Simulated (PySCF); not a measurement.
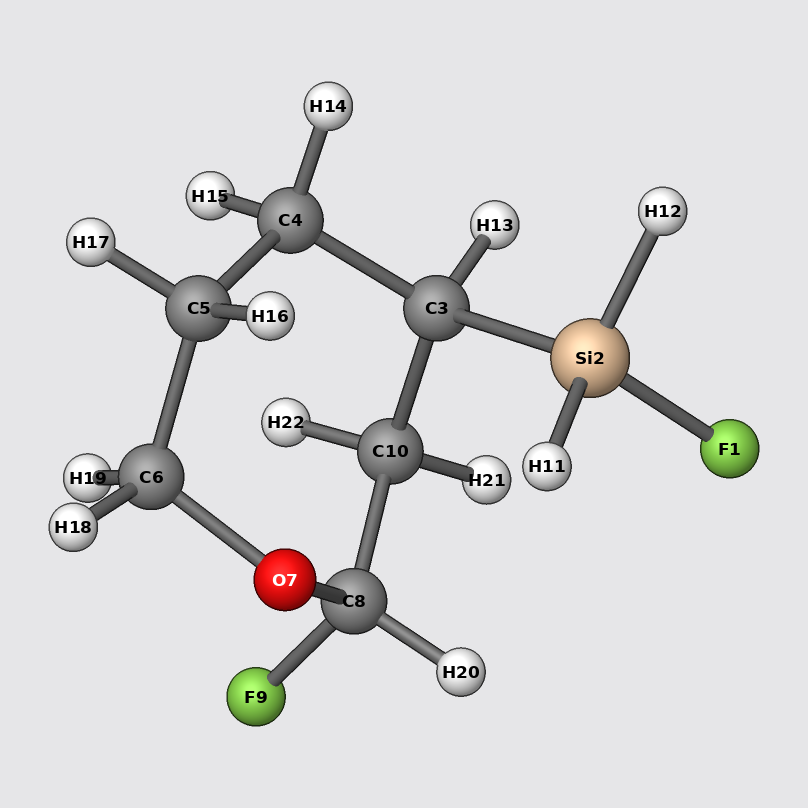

The questions are on isotropic NMR shieldings of the F atoms. Computed geometry: GFN2-xTB optimisation. No frequency run is at hand to confirm it as a minimum. Method: GIAO PBE0/pcSseg-1 NMR shielding, non-relativistic, gas phase (PySCF 2.14.0).

List the isotropic NMR shieldings of the F atoms.

| atom | σ (ppm) |
| --- | --- |
| F1 | 403.6 |
| F9 | 316.5 |

The geometry is semi-empirical. Around Si such bond lengths and angles can be off by a tenth of an ångström or more and by several degrees, and values that hang on the shape move with them.
